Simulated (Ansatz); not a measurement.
# SiH3Br (SMILES [SiH3]Br) at B3LYP/6-31G(d) (Cartesian functions)

What is the energy change on altering one bond length of SiH3Br at B3LYP/6-31G* (Cartesian functions)? 

The calculation is run with Ansatz 0.2.0.

54 further runs of the same task are left out: 1 that didn't finish, 53 set aside as unsound or not needed.

## 1. Starting point

SiH3Br has 5 atoms, charge 0, and is taken as a singlet. SMILES: `[SiH3]Br`. Geometry: relaxed at PBE0-D4/def2-TZVP.

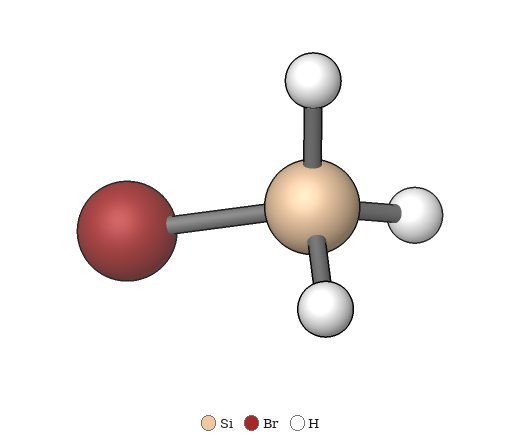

Viewed from a chosen angle; silicon light orange, bromine red, hydrogen white.

## 2. The energy at B3LYP/6-31G(d) (Cartesian functions)

File input.yaml:

```yaml
basis:
  gaussian: {orbitals: "6-31G*"}
crystal:
  periodic: [false, false, false]
  atoms:
    - {symbol: Si, position_ang: [-0.147420, 0.056100, -0.043220]}
    - {symbol: Br, position_ang: [1.853020, -0.705130, 0.543250]}
    - {symbol: H, position_ang: [-1.064550, -0.105170, 1.107850]}
    - {symbol: H, position_ang: [-0.625550, -0.731350, -1.202270]}
    - {symbol: H, position_ang: [-0.015510, 1.485560, -0.405610]}
accuracy: high
hamiltonian: {xc: {name: B3LYP}}
output: {orbitals: {seedname: orbitals}}
```

Launch:

```sh
ansatz run input.yaml --threads 1 --pin off --max-ram 3480MiB --events-out events.jsonl --progress --plain --runs-dir runs
```

Output:

```text
Warning: RAYON_NUM_THREADS=1 ignored (pool sized by the plan → 1); use --threads N
Functional definition: B3LYP
  name "B3LYP"
  parameter a0 = 0.2
  parameter ax = 0.72
  parameter ac = 0.81
  exchange = (1 - a0 - ax)*slater_x + ax*b88_x + a0*exact_x
  correlation = (1 - ac)*vwn_rpa_c + ac*lyp_c
1106 factors; integrals over basis functions are off by at most 4.3e-9 eV
mean field evaluation 1: about -77966.1555 eV, gradient 8.6e0 eV
mean field evaluation 2: about -77966.3567 eV, gradient 3.6e0 eV
mean field evaluation 4: about -77966.3946 eV, gradient 1.4e-1 eV
mean field evaluation 8: about -77966.4717 eV, gradient 6.9e-2 eV
mean field evaluation 16: about -77966.4718 eV, gradient 1.4e-6 eV
mean field -77966.47176886 eV, -2865.2149899330 hartree, gradient 5.0e-8 eV, S^2 0.000000; 0 other end points of the search recorded, 0 dependent functions left out
reference -77966.47180247 eV, -2865.2149911681 hartree; 26, 26 occupied and 34, 34 virtual orbitals, 1106 factors
Total energy: -77966.47180247 eV, -2865.2149911681 hartree
```

Run time: 3.3 s. Hardware: 1 thread of Arm Neoverse V2, shared host; peak memory 0.16 GiB.

## 3. The distorted shape

File input.yaml:

```yaml
crystal:
  periodic: [false, false, false]
  atoms:
    - {symbol: Si, position_ang: [-0.003994, 0.292314, 0.304465]}
    - {symbol: Br, position_ang: [1.996446, -0.468916, 0.890935]}
    - {symbol: H, position_ang: [-0.921124, 0.131044, 1.455535]}
    - {symbol: H, position_ang: [-0.625550, -0.731350, -1.202270]}
    - {symbol: H, position_ang: [0.127916, 1.721774, -0.057925]}
basis:
  gaussian: {orbitals: "6-31G*"}
output: {orbitals: {seedname: orbitals}}
total_charge: 0
accuracy: high
hamiltonian: {xc: {name: B3LYP}}
```

Launch:

```sh
ansatz run input.yaml --threads 1 --pin off --max-ram 3480MiB --events-out events.jsonl --progress --plain --runs-dir runs
```

Output, shortened:

```text
Warning: RAYON_NUM_THREADS=1 ignored (pool sized by the plan → 1); use --threads N
[... 7 set-up lines as earlier in the session ...]
1103 factors; integrals over basis functions are off by at most 4.2e-9 eV
mean field evaluation 1: about -77965.2031 eV, gradient 8.2e0 eV
mean field evaluation 2: about -77965.3526 eV, gradient 4.3e0 eV
mean field evaluation 4: about -77965.4087 eV, gradient 1.5e-1 eV
mean field evaluation 8: about -77965.4721 eV, gradient 6.3e-2 eV
mean field evaluation 16: about -77965.4721 eV, gradient 1.5e-6 eV
mean field -77965.47208629 eV, -2865.1782522761 hartree, gradient 5.0e-8 eV, S^2 0.000000; 0 other end points of the search recorded, 0 dependent functions left out
reference -77965.47212040 eV, -2865.1782535297 hartree; 26, 26 occupied and 34, 34 virtual orbitals, 1103 factors
Total energy: -77965.47212040 eV, -2865.1782535297 hartree
```

It took 3.3 s on 1 thread of Arm Neoverse V2, shared host; peak memory 0.16 GiB.

## 4. Results

Level: B3LYP/6-31G* (Cartesian functions).

```
                                                          quantity           value
                                         first shape: total energy  -2865.21499 Eh
                                          first shape: HOMO energy        -8.09 eV
                                          first shape: LUMO energy        -0.54 eV
                                        first shape: HOMO–LUMO gap         7.55 eV
                                     distorted shape: total energy  -2865.17825 Eh
                                      distorted shape: HOMO energy        -8.00 eV
                                      distorted shape: LUMO energy        -0.79 eV
                                    distorted shape: HOMO–LUMO gap         7.21 eV
energy change with the Si1–H4 bond stretched from 1.481 to 1.925 Å        1.000 eV
```

With the Si1–H4 bond stretched from 1.481 to 1.925 Å the energy rises by 1.00 eV (96.5 kJ/mol). The first shape isn't relaxed at this level, so the change isn't measured from a minimum.
